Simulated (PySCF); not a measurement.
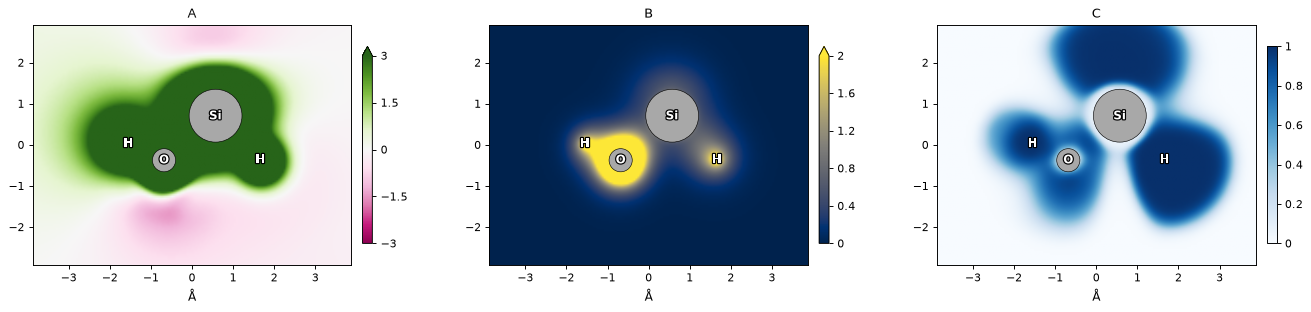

H2OSi (SMILES O[SiH]): 3 fields on the molecular plane, with unlabelled colour scales. Grey discs cover the atomic cores.

Geometry: PBE0-D4/def2-TZVP.

All numbers below come from PySCF 2.14.0, Gaussian-basis quantum chemistry of an isolated molecule with PySCF, energy and nuclear gradient, functional PBE0.

```tsv
atom	x (Å)	y (Å)	z (Å)
O	0.5275	-0.6244	-0.4152
Si	-0.0484	-0.8758	1.1184
H	-0.4990	0.5749	1.3146
H	0.8994	-1.4078	-0.8290
```

Question: Match the panels to the quantities (electron density, electron localisation function and electrostatic potential).

Answer: Panel A: electrostatic potential (strongly positive close to the atoms, with negative regions outside electron-rich atoms). Panel B: electron density. Panel C: electron localisation function. From the grid: Si–O (1.66 Å): ρ is about 1.1 e/Å³ halfway; the ELF peaks at about 0.90 between the atoms (a polar covalent bond). O–H (0.96 Å): the density is about 3.8 e/Å³ at the midpoint; the ELF climbs to about 1 towards the hydrogen, as it does in any bond to H; an ordinary covalent bond to hydrogen.
